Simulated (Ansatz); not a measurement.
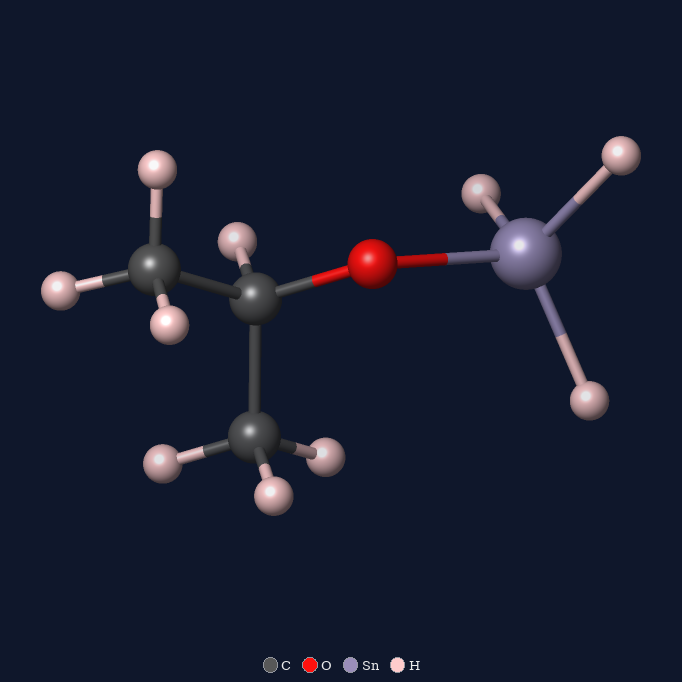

Rendered structure (ball-and-stick style).

The computed structure is the end point of a PBE0-D4/def2-TZVP optimisation.

Description:

Formula C₃H₁₀OSn. As SMILES it reads `CC(C)[O][SnH3]`. The point group is C1. Coordination: 3 C tetrahedral; 1 O bent; 1 Sn tetrahedral.

More results for the same structure follow; atom numbers are the same in all pictures, views and colours differ.

**Shape**

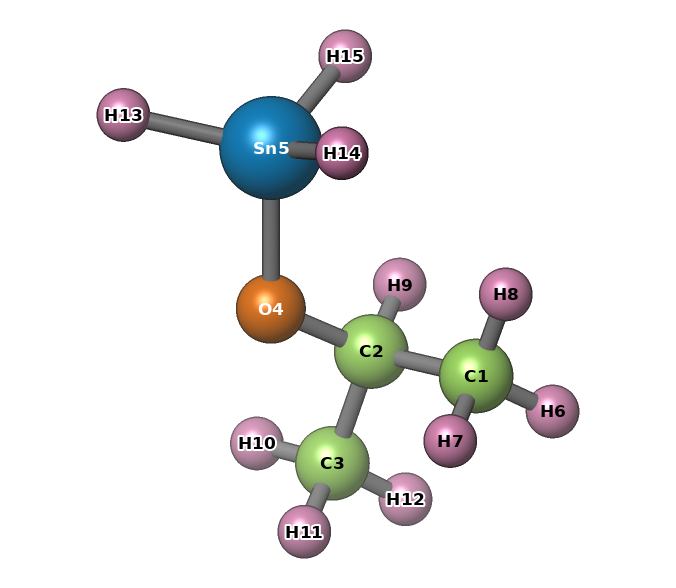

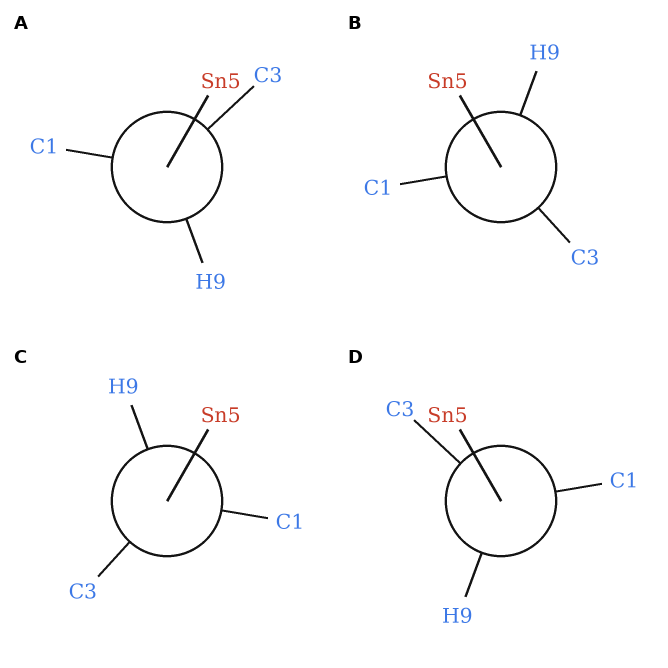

Atoms fade into the background with distance from the viewer. Bonds that would overlap in a projection are set slightly apart.

Question: Which Newman projection shows the view along O4–C2, with O4 in front?

Answer: C. The torsion angle Sn5–O4–C2–C1 is 70°, synclinal (gauche).

**Charges**

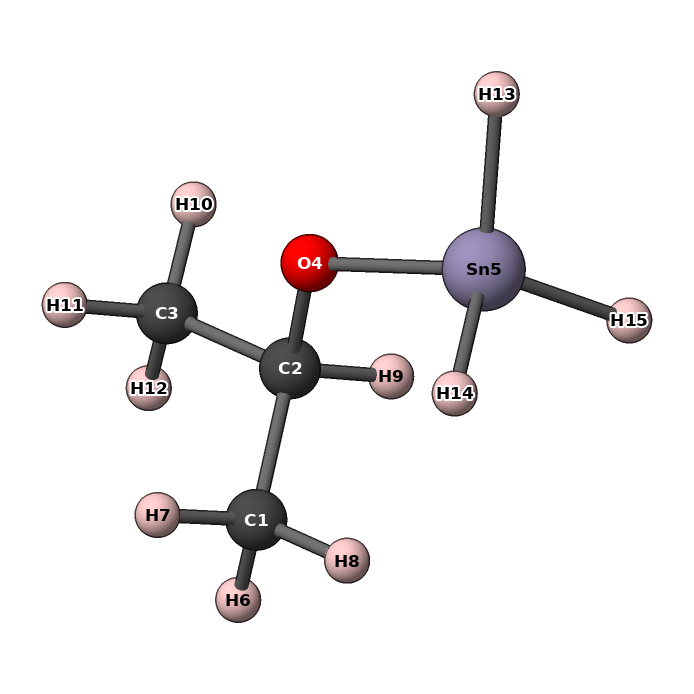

The questions are on Mulliken charges. Method: RKS PBE0-D4/def2-TZVP, core potentials on Sn (Ansatz 0.2.0).

Question: Which atom carries the highest charge (most positive or least negative)?

Answer: Sn5 (0.53 e).

Question: And the lowest?

Answer: O4 (−0.52 e).

List the Mulliken charges.

| atom | value (e) |
| --- | --- |
| C1 | −0.36 |
| C2 | 0.09 |
| C3 | −0.33 |
| O4 | −0.52 |
| Sn5 | 0.53 |
| H6 | 0.12 |
| H7 | 0.12 |
| H8 | 0.12 |
| H9 | 0.06 |
| H10 | 0.12 |
| H11 | 0.11 |
| H12 | 0.11 |
| H13 | −0.05 |
| H14 | −0.06 |
| H15 | −0.06 |

**Electronic properties**

Level of theory: RKS r2SCANh-D4/def2-TZVPP, core potentials on Sn (Ansatz 0.2.0).

Question: Estimate the dispersion correction.

Answer: −8.4 kJ/mol.

Question: What is the HOMO energy (Kohn–Sham orbital)?

Answer: −6.78 eV.

Question: What is the LUMO energy (Kohn–Sham orbital)?

Answer: −0.42 eV.

**Dipole moment**

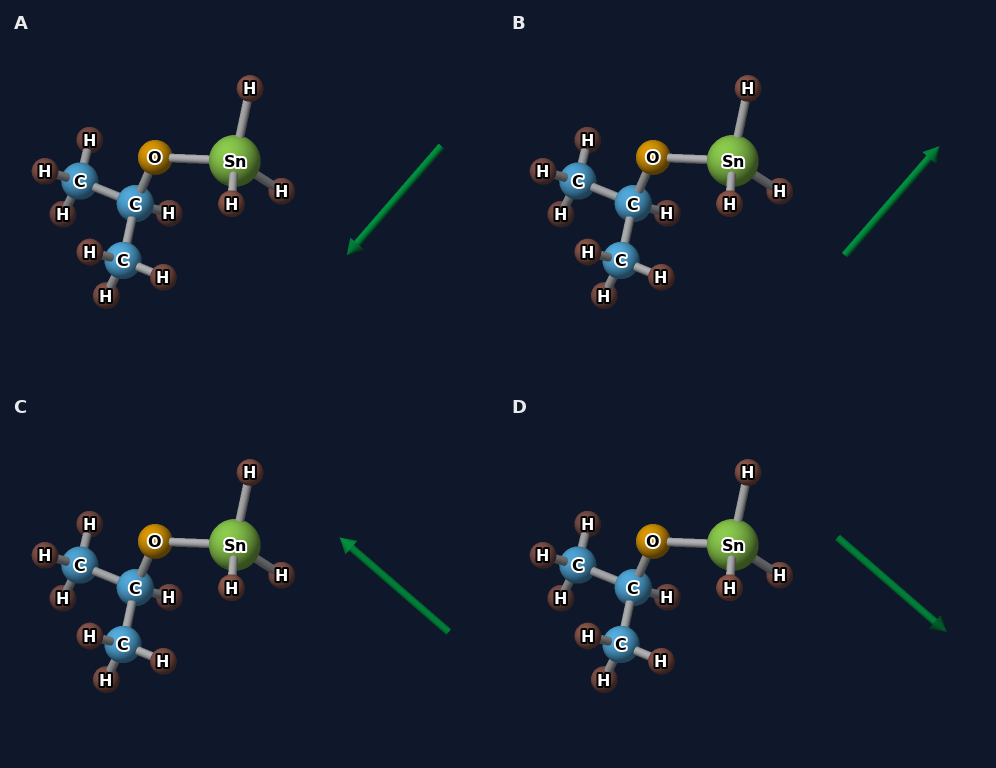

The same molecule four times, each with an arrow. Properties computed with RKS r2SCAN-D4/def2-TZVPP, core potentials on Sn (Ansatz 0.2.0).

Question: Which arrow points along the dipole moment, from the negative to the positive end?

Answer: D. The dipole moment is 1.18 D.

Mulliken values depend strongly on the basis set and can even reverse the polarity of a bond.
